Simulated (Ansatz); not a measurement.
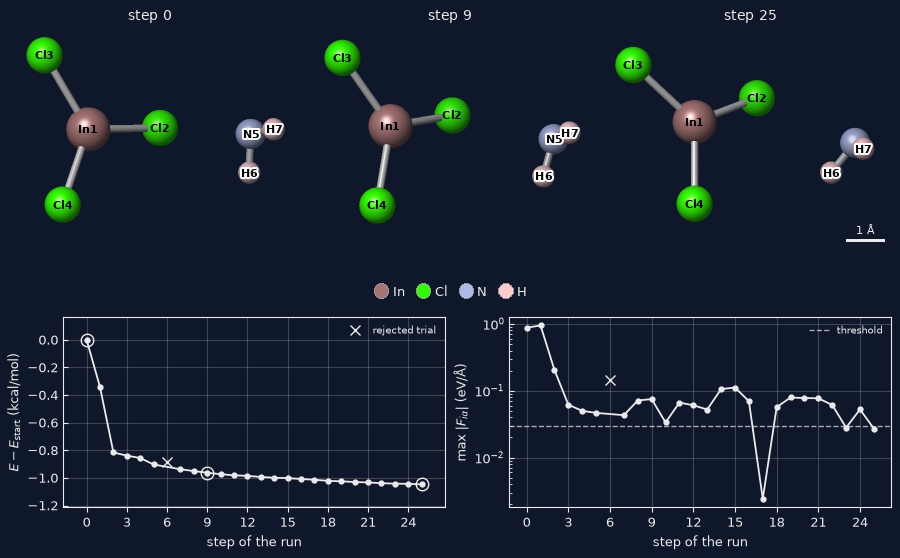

Frames of a relaxation of InNH$_{2}$Cl$_{3}$ (multiplicity 2), marked on the history of the run. The picture is a ball-and-stick view, seen at a tilt.

The run prepares an end point of a later path (reaction) calculation, from a guessed geometry.

Level of theory: UKS B3LYP-D4/def2-SVP in Ansatz 0.2.0. Set-up: collinear spin; force threshold 0.03 eV/Å; at most 50 steps.

What happens along the run?

Answer. Over 24 accepted moves (25 points after the start) the energy falls by 1.05 kcal/mol. The largest force component goes from 0.88 to 0.027 eV/Å. The line search rejected the trial step at point 6 of the run. The forces were under the threshold at step 17, but the run went on from there. The largest move after the best rigid fit is that of Cl4, 0.91 Å. Largest moves by element: Cl 0.91 Å, H 0.69 Å, N 0.33 Å, In 0.31 Å. Among the contacts that change: In1–Cl2 2.412 → 2.340 Å. From step 0 to 9: Cl2 moves most (0.49 Å), energy −0.96 kcal/mol. From step 9 to 25: Cl4 moves most (0.52 Å), energy −0.08 kcal/mol.

Limits of the set-up: the start holds two separate molecules, 2.9 Å apart at their closest, whose relative position is a soft coordinate.
